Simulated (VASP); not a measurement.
Band structure of Al₂DySi₂ (space group P-3m1). Calculation: PBEsol GGA, VASP's PBE PAW potentials (set 64) (plane waves; VASP).

The run has a spin-polarised start.

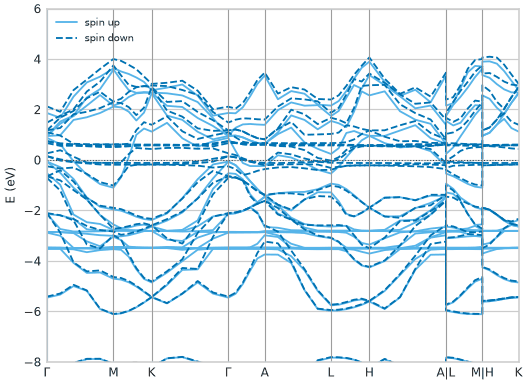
*Bands along high-symmetry lines, zero at the valence-band maximum or, without a gap, the Fermi level*

Question: Read the plot: is there a gap, and where are the band edges?

Answer: It has no gap at this level: it comes out as a metal or semimetal.

The structure comes from a computed database's Al2DySi2 entry; how it stands against other phases isn't given here. The cell was not relaxed at this level.
